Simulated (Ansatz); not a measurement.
# RPA@PBE/def2-TZVP run of SiNH4 (SMILES [NH][SiH3])

What is the energy change on altering one bond length of SiNH4 at RPA@PBE/def2-TZVP? 

The results are computed with Ansatz 0.2.0.

43 further runs of the same task are left out: 43 set aside as unsound or not needed.

### Step 1. The molecule

SiNH4: 6 atoms, total charge 0, spin state doublet. As SMILES, `[NH][SiH3]`. The coordinates come from a PBE0-D4/def2-TZVP relaxation.

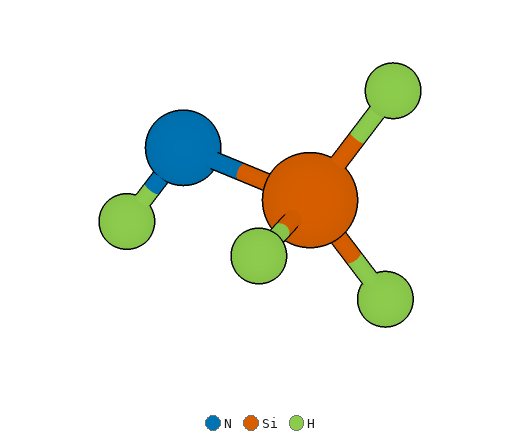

The structure, seen from a chosen angle (nitrogen blue, silicon orange, hydrogen green).

### Step 2. The energy at RPA@PBE/def2-TZVP

File molecule.yaml:

```yaml
crystal:
  periodic: [false, false, false]
  atoms:
    - {symbol: N, position_ang: [0.592100, -0.835200, 0.909500]}
    - {symbol: Si, position_ang: [-0.203700, 0.347600, -0.110000]}
    - {symbol: H, position_ang: [0.922800, -1.640700, 0.372700]}
    - {symbol: H, position_ang: [-1.310600, -0.282300, -0.885500]}
    - {symbol: H, position_ang: [0.789500, 0.911800, -1.068900]}
    - {symbol: H, position_ang: [-0.748100, 1.434800, 0.736200]}
basis:
  gaussian: {orbitals: def2-TZVP}
magnetization: {spin_polarized: true, initial_magnetization: 1}
correlation: {method: rpa, frozen_orbitals: {H: 0, "N": 1, Si: 5}}
total_charge: 0
hamiltonian: {xc: pbe}
accuracy: high
```

Command:

```sh
ansatz run molecule.yaml --threads 1 --pin off --max-ram 3480MiB --events-out events.jsonl --progress --plain --runs-dir runs
```

Log:

```text
Warning: RAYON_NUM_THREADS=1 ignored (pool sized by the plan → 1); use --threads N
Functional definition: PBE
  name "PBE"
  parameter kappa = 0.804
  parameter beta = 0.06672455060314922
  exchange = pbe_x(kappa = kappa, mu = beta*pi^2/3)
  correlation = pbe_c(beta = beta)
1669 factors; integrals over basis functions are off by at most 3.6e-9 eV
mean field evaluation 1: about -9418.6592 eV, gradient 4.1e1 eV
mean field evaluation 2: about -9418.6531 eV, gradient 4.1e1 eV
mean field evaluation 4: about -9424.6997 eV, gradient 1.1e1 eV
mean field evaluation 8: about -9425.7408 eV, gradient 1.2e-1 eV
mean field evaluation 16: about -9425.7401 eV, gradient 4.3e-5 eV
mean field evaluation 32: about -9425.5217 eV, gradient 1.9e0 eV
mean field -9425.74012549 eV, -346.3895606156 hartree, gradient 3.5e-8 eV, S^2 0.753103; 3 other end points of the search recorded, 0 dependent functions left out
6 core orbitals not correlated: weight in the atoms' cores, before any rotation towards them, 1.000 or more for the frozen orbitals, at most 0.000 for the correlated occupied ones
reference -9406.30912239 eV, -345.6754844225 hartree; 7, 6 occupied and 79, 80 virtual orbitals, 1669 factors
Total energy: -9421.27063386 eV, -346.2253098279 hartree
```

Run time: 9.9 s. Hardware: 1 thread of Arm Neoverse V2, shared host; peak memory 0.33 GiB.

### Step 3. The distorted shape

File molecule.yaml:

```yaml
crystal:
  periodic: [false, false, false]
  atoms:
    - {symbol: N, position_ang: [0.195261, 0.131397, 1.553658]}
    - {symbol: Si, position_ang: [-0.600539, 1.314197, 0.534158]}
    - {symbol: H, position_ang: [0.922800, -1.640700, 0.372700]}
    - {symbol: H, position_ang: [-1.707439, 0.684297, -0.241342]}
    - {symbol: H, position_ang: [0.392661, 1.878397, -0.424742]}
    - {symbol: H, position_ang: [-1.144939, 2.401397, 1.380358]}
basis:
  gaussian: {orbitals: def2-TZVP}
magnetization: {spin_polarized: true, initial_magnetization: 1}
hamiltonian: {xc: {name: PBE}}
correlation: {method: rpa, frozen_orbitals: {H: 0, "N": 1, Si: 5}}
accuracy: high
```

Command:

```sh
ansatz run molecule.yaml --threads 1 --pin off --max-ram 3480MiB --events-out events.jsonl --progress --plain --runs-dir runs
```

Log, cut to the lines that bear on the results:

```text
Warning: RAYON_NUM_THREADS=1 ignored (pool sized by the plan → 1); use --threads N
[... 2 set-up lines as earlier in the session ...]
[...]
1667 factors; integrals over basis functions are off by at most 3.6e-9 eV
[...]
mean field -9421.70110895 eV, -346.2411294954 hartree, gradient 3.1e-8 eV, S^2 1.474385; 5 other end points of the search recorded, 0 dependent functions left out
6 core orbitals not correlated: weight in the atoms' cores, before any rotation towards them, 1.000 or more for the frozen orbitals, at most 0.000 for the correlated occupied ones
reference -9402.70473444 eV, -345.5430256087 hartree; 7, 6 occupied and 79, 80 virtual orbitals, 1667 factors
Total energy: -9417.18705599 eV, -346.0752411090 hartree
```

Run time: 17 s. Hardware: 1 thread of Arm Neoverse V2, shared host; peak memory 0.34 GiB.

### Step 4. What came out

At RPA@PBE/def2-TZVP, 6 core orbitals frozen:

| quantity | value |
| --- | --- |
| first shape: total energy | -346.22531 Eh |
| first shape: RPA correlation energy (valence) | -549.8 mEh |
| first shape: ⟨S²⟩ of the reference determinant | 0.753 |
| distorted shape: total energy | -346.07524 Eh |
| distorted shape: RPA correlation energy (valence) | -532.2 mEh |
| distorted shape: ⟨S²⟩ of the reference determinant | 1.474 |
| energy change with the N1–H3 bond stretched from 1.023 to 2.250 Å | 4.084 eV |

What this shows: With the N1–H3 bond stretched from 1.023 to 2.250 Å the energy rises by 4.08 eV (94 kcal/mol). The first shape isn't relaxed at this level, so the change isn't measured from a minimum. ⟨S²⟩ (distorted shape) is 1.47 where a pure doublet has 0.75: the reference is spin-contaminated.
